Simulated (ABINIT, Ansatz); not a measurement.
# A GW chain in ABINIT: MgO (Periclase), part 2 of 2

How does a plane-wave GW calculation on MgO (Periclase) run from the first input to the gap?

ABINIT 10.8.3; PBE and many-body steps on it, plane waves. Known limits of the many-body steps: not at the basis limit.

So far. Step 2 (Ground state): The gap is direct, at Γ. Step 3 (Bands along the symmetry lines): The gap is 4.733 eV, as in the run before at this level.

The database entry behind the starting cell differs from later determinations by our own check (about 0.1 % long), so it need not match the best structure at ambient conditions.

## Step 4: Empty states on the mesh, 8×8×8 mesh, 356 bands

Level of this step: DFT, PBE, plane waves, norm-conserving pseudopotentials (ABINIT).

The sums over transitions need many empty states on a uniform mesh; this step solves for them.

The input, run.abi:

```
acell 3*1.0 Angstrom
rprim 
  -0.000000000000 2.108500000000 2.108500000000
  2.108500000000 0.000000000000 2.108500000000
  2.108500000000 2.108500000000 0.000000000000
ntypat 2
znucl 12 8
natom 2
typat 1 2
xred 
  0.000000000000 0.000000000000 0.000000000000
  0.500000000000 0.500000000000 0.500000000000
pp_dirpath "pseudos"
pseudos "Mg.upf, O.upf"
ecut 38
ngkpt 8 8 8
nshiftk 1
shiftk 0 0 0
kptopt 1
chksymbreak 0
irdden 1
istwfk *1
nband 356
prtvol 0
optdriver 6
gwr_task "HDIAGO"
paral_kgb 0
occopt 1
indata_prefix "in"
outdata_prefix "out"
tmpdata_prefix "tmp"
```

The run is started by

```
$ OMP_NUM_THREADS=1 mpirun -n 8 abinit run.abi > log
```

Numbers of over 12 decimals in the logs are rounded to 6 here.

What it wrote:

```text
[banner, memory and clock lines left out]
.Version 10.8.3 of ABINIT. v10.8.2 released Aug 2026.

 Symmetries : space group Fm -3 m (#225); Bravais cF (face-center cubic)
[... echo of the input left out ...]
== DATASET  1 ==================================================================
-   mpi_nproc: 8, omp_nthreads: 1 (-1 if OMP is not activated)

--- !DatasetInfo
iteration_state: {dtset: 1, }
dimensions: {natom: 2, nkpt: 29, mband: 356, nsppol: 1, nspinor: 1, nspden: 1, mpw: 1428, }
cutoff_energies: {ecut:  38.0, pawecutdg:  -1.0, }
electrons: {nelect:   1.60000000E+01, charge:   0.00000000E+00, occopt:   1.00000000E+00, tsmear:   1.00000000E-02, }

.Using double precision arithmetic; gwpc =  8

- Reading GS density from: in_DEN

--- Pseudopotential description ------------------------------------------------
- Mg Generated using ONCVPSP code by D. R. Hamann
- 12.00000  10.00000  171031                  znucl, zion, pspdat
12 -101130 1 -1 1510                          pspcod,pspxc,lmax,lloc,mmax
     nproj     2     2     0
  pspatm : epsatm=    9.22893308
         --- l  ekb(1:nproj) -->
             0    2.250005   -0.808630
             1   -6.469357   -2.503313
 pspatm: atomic psp has been read  and splines computed

- O Generated using ONCVPSP code by D. R. Hamann
-  8.00000   6.00000  171031                  znucl, zion, pspdat
12 -101130 2 -1 936                           pspcod,pspxc,lmax,lloc,mmax
     nproj     2     2     1
  pspatm : epsatm=    6.19545534
         --- l  ekb(1:nproj) -->
             0    6.056735    0.824024
             1   -4.717130   -1.149271
             2   -1.331955
 pspatm: atomic psp has been read  and splines computed

   2.46790215E+02                                ecore*ucvol(ha*bohr**3)

 Total charge density [el/Bohr^3]
)     Maximum=    3.3935E+00  at reduced coord.    0.0625    0.9375    0.9688
)     Minimum=    9.8865E-03  at reduced coord.    0.2500    0.2500    0.2500
   Integrated=    1.6000E+01

 === KS gaps after direct diagonalization ===
 Direct band gap semiconductor
 Fundamental gap:     4.733 (eV)
   VBM:     4.693 (eV) at k: [ 0.0000E+00,  0.0000E+00,  0.0000E+00]
   CBM:     9.426 (eV) at k: [ 0.0000E+00,  0.0000E+00,  0.0000E+00]
 Direct gap:         4.733 (eV) at k: [ 0.0000E+00,  0.0000E+00,  0.0000E+00]

== END DATASET(S) ==============================================================

 -outvars: echo values of variables after computation  --------
           etotal      0.0000000000E+00
            nband         356
             nkpt          29
          spgroup         225
 [... the other variables as echoed above ...]

 Calculation completed.
```

Run time: 11 s. Hardware: 8 MPI ranks of Arm Neoverse V2, shared host; peak memory 1.6 GiB.

This step gave:

| Property | Result |
| --- | --- |
| gap | 4.733 eV |
| k of the valence top | 0, 0, 0 |
| k of the conduction bottom | 0, 0, 0 |
| least direct gap | 4.733 eV |
| k points computed | 29 |
| lowest point of the top converged band, above the valence top | 383.9659 eV |

On this mesh the gap is 4.733 eV.

## Step 5: Screening, 8×8×8 mesh, 348 bands, screening to 435.4 eV

The RPA dielectric matrix is built and inverted for each q.

This step: RPA screening on PBE, plane waves, norm-conserving pseudopotentials.

run.abi, as its differences from that of step 4:

```diff
@@ -20,10 +20,11 @@
 chksymbreak 0
-irdden 1
 istwfk *1
-nband 356
-prtvol 0
-optdriver 6
-gwr_task "HDIAGO"
-paral_kgb 0
 occopt 1
+irdwfk 1
+optdriver 3
+nband 348
+ecuteps 16
+inclvkb 2
+awtr 1
+symchi 1
 indata_prefix "in"
```

What it wrote:

```text
.Version 10.8.3 of ABINIT. v10.8.2 released Aug 2026.

 Symmetries : space group Fm -3 m (#225); Bravais cF (face-center cubic)
[... echo of the input left out ...]
== DATASET  1 ==================================================================
-   mpi_nproc: 8, omp_nthreads: 1 (-1 if OMP is not activated)

--- !DatasetInfo
iteration_state: {dtset: 1, }
dimensions: {natom: 2, nkpt: 29, mband: 348, nsppol: 1, nspinor: 1, nspden: 1, mpw: 1428, }
cutoff_energies: {ecut:  38.0, pawecutdg:  -1.0, }
electrons: {nelect:   1.60000000E+01, charge:   0.00000000E+00, occopt:   1.00000000E+00, tsmear:   1.00000000E-02, }

 SCREENING: Calculation of the susceptibility and dielectric matrices

 Based on a program developped by R.W. Godby, V. Olevano, G. Onida, and L. Reining.
 Incorporated in ABINIT by V. Olevano, G.-M. Rignanese, and M. Torrent.
.Using double precision arithmetic ; gwpc =  8

[... cell and pseudopotentials left out ...]
--------------------------------------------------------------------------------

 ==== K-mesh for the wavefunctions ====
 Number of points in the irreducible wedge :    29
[... list of points left out ...]
 Together with 48 symmetry operations and time-reversal symmetry
 yields   512 points in the full Brillouin Zone.

 ==== Q-mesh for the screening function ====
 Number of points in the irreducible wedge :    29
[... list of points left out ...]
 Together with 48 symmetry operations and time-reversal symmetry
 yields   512 points in the full Brillouin Zone.

 setmesh: FFT mesh size selected  =    25x   25x   25
          total number of points  =        15625

 vcoul_init : cutoff-mode = AUXILIARY_FUNCTION
 q-points for optical limit:   1
     1)      0.000010    0.000020    0.000030

- screening: taking advantage of time-reversal symmetry
- Maximum band index for partially occupied states nbvw = 8
- Remaining bands to be divided among processors   nbcw = 340
- Number of bands treated by each node ~42

 Number of electrons calculated from density =   16.0000; Expected =   16.0000
 average of density, n =  0.126466
 r_s =    1.2359
 omega_plasma =   34.3038 [eV]

 calculating chi0 at frequencies [eV] :
  1    0.000000E+00    0.000000E+00
  2    0.000000E+00    3.430377E+01

--------------------------------------------------------------------------------
  q-point number  1        q = ( 0.000000, 0.000000, 0.000000) [r.l.u.]
--------------------------------------------------------------------------------
[... chi0 elements left out ...]
 For q-point:  0.000010 0.000020 0.000030
  dielectric constant =   3.0205
  dielectric constant without local fields =   3.2458

  Average fulfillment of the sum rule on Im[epsilon] for q-point    1 :    101.17  [%]
[... wings left out ...]
  q-point number  2        q = ( 0.125000, 0.000000, 0.000000) [r.l.u.]
--------------------------------------------------------------------------------
[... chi0 elements left out ...]
  Average fulfillment of the sum rule on Im[epsilon] for q-point    2 :    109.00  [%]

 [... 27 further q-points ...]
```

It took 16 min on 8 MPI ranks; peak memory 5.7 GiB.

This step gave:

```yaml
eps_infinity_with_local_fields_on_this_mesh_along_the_program_s_q_direction: 3.021
the_same_without_local_fields: 3.246
plasma_frequency: 34.30 eV
plane_waves_in_the_screening_matrix: 387
```

Local fields lower ε∞ by 7 %.

## Step 6: Self-energy, 8×8×8 mesh, 348 bands, screening to 435.4 eV

The self-energy is evaluated for the states that the input lists, and the levels follow from it, in one-shot runs by the linearised quasiparticle equation.

This step: G0W0 on PBE, plane waves, norm-conserving pseudopotentials.

run.abi, as its differences from that of step 5:

```diff
@@ -23,8 +23,15 @@
 irdwfk 1
-optdriver 3
+optdriver 4
 nband 348
+gwcalctyp 0
+ecutsigx 38
+symsigma 1
+nkptgw 1
+kptgw 
+  0.0000000000 0.0000000000 0.0000000000
+bdgw 
+  6 12
 ecuteps 16
-inclvkb 2
-awtr 1
-symchi 1
+irdscr 1
+ppmodel 1
 indata_prefix "in"
```

What it wrote:

```text
.Version 10.8.3 of ABINIT. v10.8.2 released Aug 2026.

 Symmetries : space group Fm -3 m (#225); Bravais cF (face-center cubic)
[... echo of the input left out ...]
== DATASET  1 ==================================================================
-   mpi_nproc: 8, omp_nthreads: 1 (-1 if OMP is not activated)

--- !DatasetInfo
iteration_state: {dtset: 1, }
dimensions: {natom: 2, nkpt: 29, mband: 348, nsppol: 1, nspinor: 1, nspden: 1, mpw: 1428, }
cutoff_energies: {ecut:  38.0, pawecutdg:  -1.0, }
electrons: {nelect:   1.60000000E+01, charge:   0.00000000E+00, occopt:   1.00000000E+00, tsmear:   1.00000000E-02, }

 SIGMA: Calculation of the GW corrections

 Based on a program developped by R.W. Godby, V. Olevano, G. Onida, and L. Reining.
 Incorporated in ABINIT by V. Olevano, G.-M. Rignanese, and M. Torrent.
.Using double precision arithmetic ; gwpc =  8

[... cell and pseudopotentials left out ...]
--------------------------------------------------------------------------------

 ==== K-mesh for the wavefunctions ====
 Number of points in the irreducible wedge :    29
[... list of points left out ...]
 Together with 48 symmetry operations and time-reversal symmetry
 yields   512 points in the full Brillouin Zone.

 ==== Q-mesh for screening function ====
 Number of points in the irreducible wedge :    29
[... list of points left out ...]
 Together with 48 symmetry operations and time-reversal symmetry
 yields   512 points in the full Brillouin Zone.

 vcoul_init : cutoff-mode = AUXILIARY_FUNCTION
 q-points for optical limit:   1
     1)      0.000010    0.000020    0.000030
 setmesh: FFT mesh size selected  =    32x   32x   32
          total number of points  =        32768

 Number of electrons calculated from density =   16.0000; Expected =   16.0000
 average of density, n =  0.126466
 r_s =    1.2359
 omega_plasma =   34.3038 [eV]

 === KS Band Gaps ===
  >>>> For spin  1
   Minimum direct gap =   4.7331 [eV], located at k-point      :   0.0000  0.0000  0.0000
   Fundamental gap    =   4.7331 [eV], Top of valence bands at :   0.0000  0.0000  0.0000
                                       Bottom of conduction at :   0.0000  0.0000  0.0000
 SIGMA fundamental parameters:
 PLASMON POLE MODEL  1
 number of plane-waves for SigmaX                 1411
 number of plane-waves for SigmaC and W            387
 number of plane-waves for wavefunctions          1411
 number of bands                                   348
 number of independent spin polarizations            1
 number of spinorial components                      1
 number of k-points in IBZ                          29
 number of q-points in IBZ                          29
 number of symmetry operations                      48
 number of k-points in BZ                          512
 number of q-points in BZ                          512
 number of frequencies for dSigma/dE                 9
 frequency step for dSigma/dE [eV]                0.25
 number of omega for Sigma on real axis              0
 max omega for Sigma on real axis  [eV]           0.00
 zcut for avoiding poles [eV]                     0.10

 EPSILON^-1 parameters (SCR file):
 dimension of the eps^-1 matrix on file            387
 dimension of the eps^-1 matrix used               387
 number of plane-waves for wavefunctions          1411
 number of bands                                   348
 number of q-points in IBZ                          29
 number of frequencies                               2
 number of real frequencies                          1
 number of imag frequencies                          1

 matrix elements of self-energy operator (all in [eV])

 Perturbative Calculation

--- !SelfEnergy_ee
iteration_state: {dtset: 1, }
kpoint     : [   0.000,    0.000,    0.000, ]
spin       : 1
KS_gap     :    4.733
QP_gap     :    7.125
Delta_QP_KS:    2.392
data: !SigmaeeData |
     Band     E0 <VxcDFT>   SigX SigC(E0)      Z dSigC/dE  Sig(E)    E-E0       E
        6   4.693 -20.107 -25.563   3.384   0.805  -0.243 -21.774  -1.667   3.026
        7   4.693 -20.107 -25.563   3.384   0.805  -0.243 -21.774  -1.667   3.026
        8   4.693 -20.107 -25.563   3.384   0.805  -0.243 -21.774  -1.667   3.026
        9   9.426 -13.453  -8.932  -3.672   0.853  -0.172 -12.728   0.724  10.151
       10  20.632  -9.568  -3.684  -4.717   0.866  -0.155  -8.558   1.010  21.642
       11  20.632  -9.568  -3.684  -4.717   0.866  -0.155  -8.558   1.010  21.642
       12  20.632  -9.568  -3.684  -4.717   0.866  -0.155  -8.558   1.010  21.642

== END DATASET(S) ==============================================================
================================================================================

 -outvars: echo values of variables after computation  --------
           etotal      0.0000000000E+00
            nband         348
             nkpt          29
          spgroup         225
 [... the other variables as echoed above ...]

 Calculation completed.
```

The job ended after 52 s (8 MPI ranks; peak memory 5.5 GiB; 6.9 min of CPU time).

Numbers from this step:

```
G0W0 gap on the points computed              : 7.125 eV
starting gap on the mesh                     : 4.733 eV
k of the valence top                         : 0, 0, 0
k of the conduction bottom                   : 0, 0, 0
Z at the valence top                         : 0.805
Z at the conduction bottom                   : 0.853
least direct G0W0 gap on the computed points : 7.125 eV
```

The gap on the mesh goes from 4.73 eV to 7.12 eV, a correction of +2.39 eV.

Limits: finite bands, cutoff and mesh. v1 is the top filled band, c1 the lowest empty one. The levels before and after the correction (eV, zero at the valence-band top of each column):

|  | conduction bottom | valence top |
| --- | --- | --- |
| Kohn-Sham | 4.73 | 0.00 |
| G0W0 | 7.12 | 0.00 |

|  | level | energy (eV) |
| --- | --- | --- |
| Kohn-Sham | Γ v3-v1 | 0.000 |
| Kohn-Sham | Γ c1 | 4.733 |
| Kohn-Sham | Γ c2-c4 | 15.939 |
| G0W0 | Γ v3-v1 | 0.000 |
| G0W0 | Γ c1 | 7.125 |
| G0W0 | Γ c2-c4 | 18.616 |

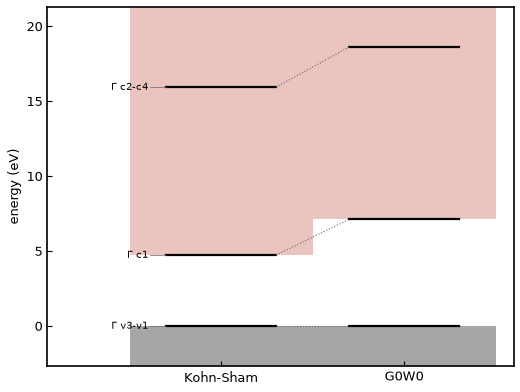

Levels before and after the correction. Shaded: valence and conduction bands.

## Step 7: Where the time went

Times are wall times on 8 MPI ranks of Arm Neoverse V2, shared host, good to a factor of about two.

| step | time | share | memory (GiB) |
| --- | --- | --- | --- |
| ground state | 2.8 s | 0 % | 0.07 |
| bands along the symmetry lines | 2.4 s | 0 % | 0.07 |
| empty states on the mesh | 11 s | 1 % | 1.6 |
| screening | 16 min | 93 % | 5.7 |
| self-energy | 52 s | 5 % | 5.5 |

## Step 8: What came out

| Quantity | Value |
| --- | --- |
| PBE gap | 4.73 eV, direct |
| G0W0 gap on the mesh | 7.12 eV |
| GW settings | 8×8×8 mesh, 348 bands, screening to 435.4 eV, Godby-Needs plasmon pole |
| known limits | not at the basis limit |

What this shows: G0W0 moves the gap on the mesh from 4.73 eV to 7.12 eV (+2.39 eV), with Z of 0.81 and 0.85 at the edges. Local fields lower the RPA ε∞ on this mesh from 3.25 to 3.02. Only 1 of the mesh's irreducible points was corrected, so a valley elsewhere could overtake. The dearest step here is «screening». Bands and cutoff are finite, so the gap is not at the basis limit. The miss can reach some tenths of an eV and take either sign; the mesh is an error of its own. In the G0W0 run levels were corrected at 1 k point alone, so a gap called «on the mesh» is the least over those, and an edge elsewhere would be missed.

[Paths, hosts, dates, memory and timing lines, banners, echoed tables and standing remarks are left out of the program output.]

[Logs are printed without paths, hosts, clocks, repeated set-up lines and the standing remarks that a program may print on its own settings, such as how far it seeks lower states.]

[Runs of the session that timed out or met a known fault of the program may be left out.]

[Hosts, paths, dates, database ids (printed as entryN), source tags and the programs' standing remarks are cut or masked in the printed files.]

[G0W0 gaps are taken among the corrected bands and points alone; a level outside them can change the order at an edge.]

[Where Ansatz stands beside ABINIT at settings called matched, ABINIT's density can come from a denser mesh and the files from another edition; pairs whose starting gaps differed by over 0.03 eV were left out, so agreement reads better than it is.]
